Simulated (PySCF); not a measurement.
# Br4Cr ([CrBr4]2-): the cost of one run

Programs: PySCF 2.14.0, with routines of our own; each step states its level. All values are computed. Atoms count from 0.

## Step 1: The starting structure

5 atoms, charge -2, states of the metal's open shell are computed; geometry from: model start, shaken.

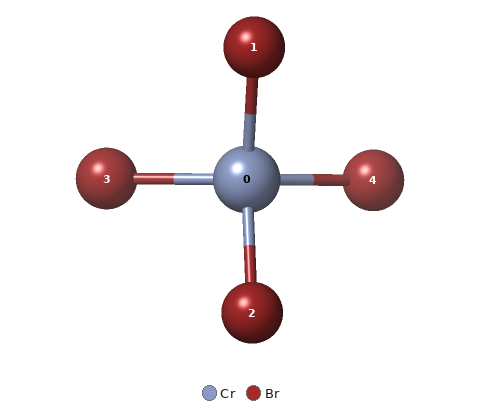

The starting geometry (chromium light blue, bromine red); sticks join atoms by distance alone.

## Step 2: Geometry optimisation at PBE0-D3(BJ)/def2-SVP

What the job is given:

```
{"job": {"xc": "PBE0", "basis": "def2-SVP", "d3": "d3bj", "grid": 1, "maxiter": 45, "solvent": "water", "kind": "geom"}, "charge": -2, "metal": "Cr", "open_shell": "d4"}
Cr     0.000020     0.004480    -0.004110
Br     1.614420     1.620950     1.058580
Br    -1.626870    -1.607670     1.066070
Br    -1.637080     1.635120    -1.068100
Br     1.629360    -1.641730    -1.073890
```

The run is started by

```bash
OMP_NUM_THREADS=1 python lf_run.py task.json out
```

One launch serves the whole session: the jobs run in the order shown.

Q: Estimate the wall time and peak memory of this first job on 1 thread of Arm Neoverse V1, shared host.

About 6.3 min, with a peak of 1.1 GiB.
